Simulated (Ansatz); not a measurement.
# One shape, several levels: GeH2Cl (SMILES [Cl][GeH2])

Wanted: a comparison of 6 runs (UHF/STO-3G, U-wB97M-V/STO-3G, UB2PLYP/STO-3G, UCAM-B3LYP/STO-3G, UPBE0/STO-3G, UCCSDT(Q)/STO-3G) of GeH2Cl. 

Program for the calculation: Ansatz 0.2.0.

57 further runs of the same task are left out: 6 that didn't finish, 51 set aside as unsound or not needed.

### Step 1. The structure to begin with

GeH2Cl has 4 atoms, charge 0, and is taken as a doublet. As SMILES, `[Cl][GeH2]`. The H3–Ge2 distance was set to 3.092 Å, away from the relaxed value. At this shape a bond of the SMILES string is far longer than usual.

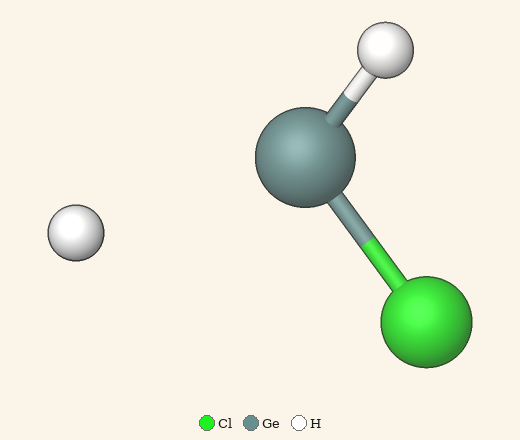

Viewed from a chosen angle; chlorine green, germanium teal, hydrogen white.

### Step 2. A single-point energy at UHF/STO-3G (run 1)

Input file input.yaml:

```yaml
crystal:
  periodic: [false, false, false]
  atoms:
    - {symbol: Cl, position_ang: [-1.528900, -0.405497, 2.366094]}
    - {symbol: Ge, position_ang: [0.140700, -1.161797, 1.230994]}
    - {symbol: H, position_ang: [0.072700, 0.259600, -1.514200]}
    - {symbol: H, position_ang: [1.417400, -0.824397, 2.034894]}
basis:
  gaussian:
    orbitals: STO-3G
accuracy: high
hamiltonian:
  xc: hf
magnetization:
  spin_polarized: true
  initial_magnetization: 1
```

Run with:

```console
$ ansatz run input.yaml --threads 1 --pin off --max-ram 2610MiB --events-out events.jsonl --progress --plain --runs-dir runs
```

What it wrote:

```text
Warning: RAYON_NUM_THREADS=1 ignored (pool sized by the plan → 1); use --threads N
Functional definition: HF
  name "HF"
  exchange = exact_x
  correlation = 0
419 factors; integrals over basis functions are off by at most 4.9e-9 eV
mean field evaluation 1: about -68223.7007 eV, gradient 1.3e1 eV
mean field evaluation 2: about -68223.7323 eV, gradient 1.3e1 eV
mean field evaluation 4: about -68229.0183 eV, gradient 2.7e0 eV
mean field evaluation 8: about -68229.2156 eV, gradient 2.6e-1 eV
mean field evaluation 16: about -68229.2397 eV, gradient 2.0e-8 eV
mean field evaluation 32: about -68227.1524 eV, gradient 6.5e0 eV
mean field evaluation 64: about -68229.1606 eV, gradient 5.3e-2 eV
mean field -68229.23972197 eV, -2507.3783123426 hartree, gradient 5.0e-8 eV, S^2 1.013866; 2 other end points of the search recorded, 0 dependent functions left out
reference -68229.23972197 eV, -2507.3783123426 hartree; 26, 25 occupied and 3, 4 virtual orbitals, 419 factors
Total energy: -68229.23972197 eV, -2507.3783123426 hartree
```

Wall time 0.56 s (1 thread of Arm Neoverse V1, shared host).

### Step 3. The energy at U-wB97M-V/STO-3G (run 2)

Input file molecule.yaml:

```yaml
crystal:
  periodic: [false, false, false]
  atoms:
    - {symbol: Cl, position_ang: [-1.528900, -0.405497, 2.366094]}
    - {symbol: Ge, position_ang: [0.140700, -1.161797, 1.230994]}
    - {symbol: H, position_ang: [0.072700, 0.259600, -1.514200]}
    - {symbol: H, position_ang: [1.417400, -0.824397, 2.034894]}
basis:
  gaussian: {orbitals: STO-3G}
magnetization: {spin_polarized: true, initial_magnetization: 1}
hamiltonian: {xc: {name: wB97M-V}}
accuracy: high
```

Run with:

```console
$ ansatz run molecule.yaml --threads 1 --pin off --max-ram 2610MiB --events-out events.jsonl --progress --plain --runs-dir runs
```

What it wrote:

```text
Warning: RAYON_NUM_THREADS=1 ignored (pool sized by the plan → 1); use --threads N
Functional definition: wB97M-V
  name "wB97M-V"
  parameter omega = 0.3/bohr
  parameter cx = 0.15
  parameter cx01 = 1.007
  parameter cx10 = 0.259
  parameter css00 = 0.443
  parameter css04 = -1.437
  parameter css10 = -4.535
  parameter css20 = -3.390
  parameter css43 = 4.278
  parameter cos00 = 1.000
  parameter cos10 = 1.358
  parameter cos20 = 2.924
  parameter cos21 = -8.812
  parameter cos60 = -1.390
  parameter cos61 = 9.142
  parameter b = 6.0
  parameter c = 0.01
  gx(w, u) = 1 - cx + cx01*u + cx10*w
  gss(w, u) = css00 + css04*u^4 + css10*w + css20*w^2 + css43*w^4*u^3
  gos(w, u) = cos00 + cos10*w + (cos20 + cos21*u)*w^2 + (cos60 + cos61*u)*w^6
  exchange = spin_sum(e_x_unif_sr(omega)*gx(b97_w, b97_u_x)) + cx*exact_x_sr(omega) + exact_x_lr(omega)
  correlation = spin_sum(e_c_pw_mod_same_spin*gss(b97_w, b97_u_same))
      + integral(e_c_pw_mod_opposite_spin*gos(b97_w_opposite, b97_u_opposite)) + vv10(b, c)
419 factors; integrals over basis functions are off by at most 4.9e-9 eV
133 factors; integrals over basis functions are off by at most 1.4e-9 eV
mean field evaluation 1: about -68271.5696 eV, gradient 2.6e1 eV
mean field evaluation 2: about -68270.3615 eV, gradient 2.0e1 eV
mean field evaluation 4: about -68282.7954 eV, gradient 3.6e0 eV
mean field evaluation 8: about -68284.0314 eV, gradient 2.3e-1 eV
mean field evaluation 16: about -68284.0364 eV, gradient 1.8e-2 eV
mean field evaluation 32: about -68284.0364 eV, gradient 4.0e-6 eV
mean field -68284.03644233 eV, -2509.3920546732 hartree, gradient 7.1e-8 eV, S^2 0.760438; 4 other end points of the search recorded, 0 dependent functions left out
reference -68284.03644482 eV, -2509.3920547647 hartree; 26, 25 occupied and 3, 4 virtual orbitals, 419 factors
Total energy: -68284.03644482 eV, -2509.3920547647 hartree
```

Run time: 41 s. Hardware: 1 thread of Arm Neoverse V1, shared host; peak memory 0.51 GiB.

Runs 3 to 5 aren't shown in full; the table further down has their settings and results.

### Step 4. A single-point energy at UCCSDT(Q)/STO-3G (run 6)

molecule.yaml: that of step 3 with these lines changed.

```diff
@@ -8,5 +8,12 @@
 basis:
-  gaussian: {orbitals: STO-3G}
-magnetization: {spin_polarized: true, initial_magnetization: 1}
-hamiltonian: {xc: {name: wB97M-V}}
+  gaussian:
+    orbitals: STO-3G
+magnetization:
+  spin_polarized: true
+  initial_magnetization: 1
+correlation:
+  method: ccsdt_q
+  frozen_orbitals: {Cl: 5, Ge: 9, H: 0}
 accuracy: high
+scf:
+  omitted_lower_state_checks: [cluster_reference, increment]
```

Run with:

```console
$ ansatz run molecule.yaml --threads 1 --pin off --max-ram 2610MiB --events-out events.jsonl --progress --plain --runs-dir runs
```

What it wrote:

```text
Warning: RAYON_NUM_THREADS=1 ignored (pool sized by the plan → 1); use --threads N
[... 13 lines left out ...]
14 core orbitals not correlated: weight in the atoms' cores, before any rotation towards them, 1.000 or more for the frozen orbitals, at most 0.000 for the correlated occupied ones
[... 52 lines left out ...]
Total energy: -68230.54651573 eV, -2507.4263361277 hartree
Checks for a lower state left out: cluster_reference, increment
```

Run time: 3.3 s. Hardware: 1 thread of Arm Neoverse V1, shared host; peak memory 0.15 GiB.

### Step 5. Overview of the runs

```
run              level  frozen core orbitals   energy (Eh)   ⟨S²⟩  wall time
  1         UHF/STO-3G                     –  -2507.378312  1.014     0.56 s
  2   U-wB97M-V/STO-3G                     –  -2509.392055  0.760       41 s
  3     UB2PLYP/STO-3G                    14  -2508.787675  0.832      4.8 s
  4  UCAM-B3LYP/STO-3G                     –  -2509.303102  0.820      4.2 s
  5       UPBE0/STO-3G                     –  -2508.929799  0.812        3 s
  6   UCCSDT(Q)/STO-3G                    14  -2507.426336  1.014      3.3 s
```

### Step 6. Results

| quantity | value |
| --- | --- |
| run 6: total energy | -2507.42634 Eh |
| run 6: correlation energy (14 core orbitals frozen) | -48.0 mEh |
| run 6: ⟨S²⟩ of the reference determinant | 1.014 |
| run 6: T1 diagnostic | 0.042 |

In words: Totals of different functionals can't be ranked against each other. In runs 1, 2, 3, 4, 5, 6 the basis is minimal, so the values are rough. Spin contamination of the reference: run 1 ⟨S²⟩ = 1.01, run 6 ⟨S²⟩ = 1.01. All runs together took 57 s, the longest 41 s.
